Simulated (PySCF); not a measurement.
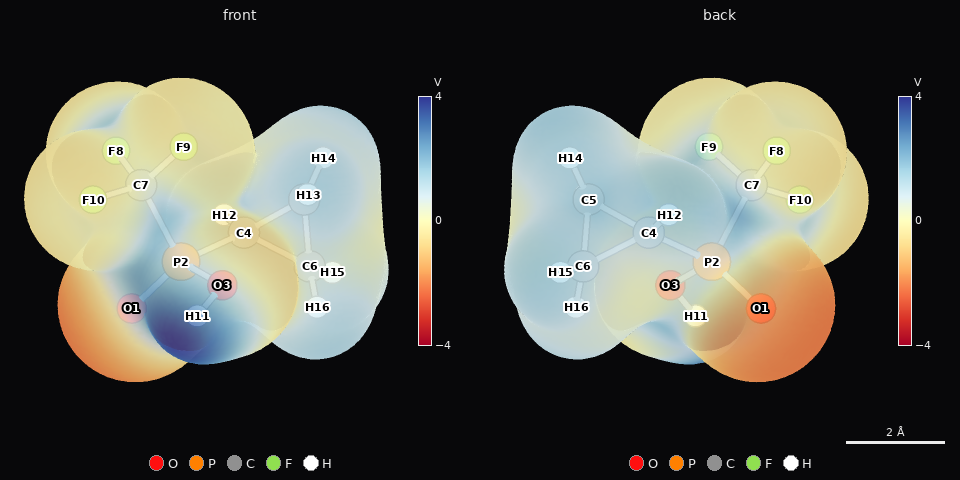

The picture shows: C4H6F3O2P. The electrostatic potential painted on the density surface at 0.004 e/bohr³, seen from the front and from behind; the colour scale runs from red (negative) to blue (positive).

Geometry: PBE0-D3(BJ)/def2-SVP.

Theory: PySCF 2.14.0, PBE0/pcSseg-1, SCF density, gas phase, non-relativistic.

```xyz
16

O    -1.3678   -2.1120   -0.2849
P    -0.8506   -0.7462   -0.0357
O    -1.0512   -0.1631    1.4675
C     0.8646   -0.3878   -0.3464
C     1.5138    0.8535    0.2138
C     1.8696   -0.4791    0.7744
C    -1.7768    0.5316   -1.0544
F    -1.4851    0.3849   -2.3490
F    -1.4505    1.7782   -0.7021
F    -3.0920    0.3924   -0.9019
H    -1.8260   -0.5607    1.8877
H     1.1747   -0.7279   -1.3395
H     0.8949    1.5160    0.8233
H     2.2297    1.3634   -0.4353
H     2.8382   -0.9186    0.5254
H     1.4933   -0.7282    1.7694
```

Question: Describe the electrostatic potential map.

Answer: The most negative region (about −2.1 V) lies over O1, the most positive (about +3.8 V) over H11. O1 is the likeliest acceptor of a hydrogen bond.

Question: How polar is the molecule by this calculation?

Answer: Its dipole moment is 3.34 D.
